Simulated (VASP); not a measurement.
Band structure of MnF2 (rutile). Calculation: MS2 meta-GGA, VASP's PBE PAW potentials (set 64) (plane waves; VASP 6.6.1).

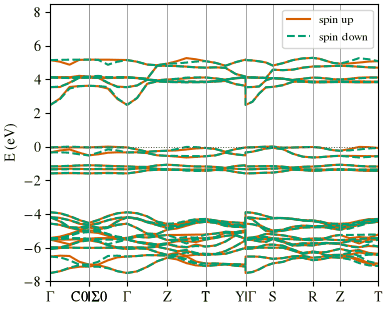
Figure: Bands along high-symmetry lines, zero at the valence-band maximum or, without a gap, the Fermi level

Task: Read the plot: is there a gap, and where are the band edges?

Result: The gap is indirect, 2.48 eV, from the valence maximum at S to the conduction minimum at Γ.

The compound is MnF2 in the rutile structure. It was relaxed first.
